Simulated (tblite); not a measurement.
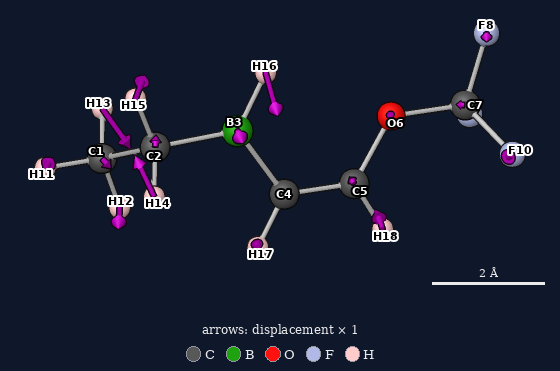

A relaxation of C5H8BF3O. The starting structure is drawn; purple arrows show the displacements, at their true length. The two geometries are superimposed by the best rigid fit.

A ball-and-stick model, seen at a tilt.

Method: GFN2-xTB geometry optimisation, gas phase (tblite). 

Q: Which element moves most?

A: Hydrogen: up to 1.31 Å, against 0.49 Å for boron.

Q: Describe the change and its energy.

A: Over 171 geometry steps the energy falls by 56.6 kJ/mol. The largest move after the best rigid fit is that of an H atom, 1.31 Å. By element the largest moves are H 1.31 Å, B 0.49 Å, F 0.44 Å, C 0.28 Å, O 0.14 Å. Near-neighbour distances that change, for instance: C–O 1.416 → 1.317 Å, C–F 1.382 → 1.326 Å, C–F 1.386 → 1.346 Å, B–C 1.589 → 1.551 Å. Among the angles between lasting bonds that change: C–C–H 118.3° → 125.1°, C–O–C 122.1° → 116.3°, C–C–H 120.0° → 114.6°. Groups turn about B–C by about 65°, B–C by about 35°.
